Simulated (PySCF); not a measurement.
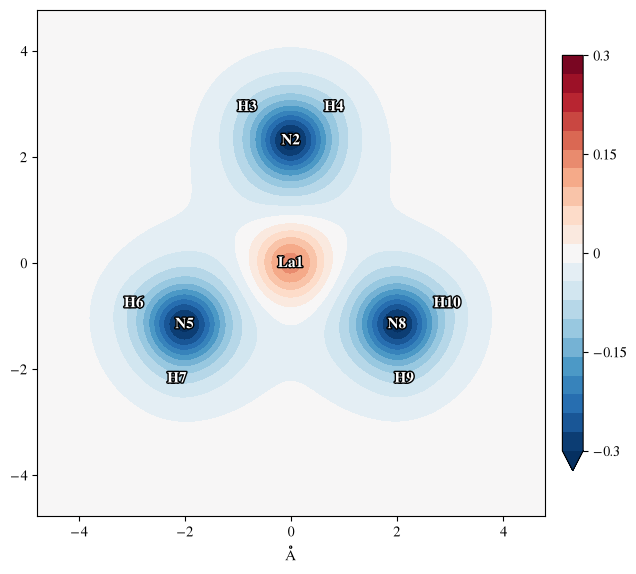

H6LaN3 (La(NH2)3). The HOMO on a plane 0.8 Å above the molecular plane (values in Å⁻³ᐟ²; the overall sign is arbitrary).

Core potentials replace the inner electrons of La.

These are results of PySCF, RKS BP86, La lcecp-1-SVP with ECP46, N def2-SVP, H def2-SVP; non-relativistic Hamiltonian with scalar-relativistic core potentials where named; density fitting, not measurements.

```yaml
atoms:
  - { symbol: La, position_ang: [-0.0015, 0.0000, 0.0000] }
  - { symbol: N, position_ang: [2.3095, -0.0017, -0.0005] }
  - { symbol: H, position_ang: [2.9406, 0.8110, 0.0869] }
  - { symbol: H, position_ang: [2.9394, -0.8153, -0.0883] }
  - { symbol: N, position_ang: [-1.1540, 1.9903, 0.2199] }
  - { symbol: H, position_ang: [-0.7575, 2.9383, 0.3249] }
  - { symbol: H, position_ang: [-2.1772, 2.1313, 0.2315] }
  - { symbol: N, position_ang: [-1.1570, -1.9886, -0.2194] }
  - { symbol: H, position_ang: [-2.1804, -2.1282, -0.2306] }
  - { symbol: H, position_ang: [-0.7619, -2.9372, -0.3246] }
```

**What is the character of this orbital?**

Its weight (Hirshfeld) is mainly on N2 (about 25 %), N5 (about 25 %), N8 (about 25 %) and La1 (about 10 %); it changes sign across the molecular plane (π type); π-antibonding (a node) across La1–N2, La1–N5 and La1–N8. Its energy is −4.60 eV.
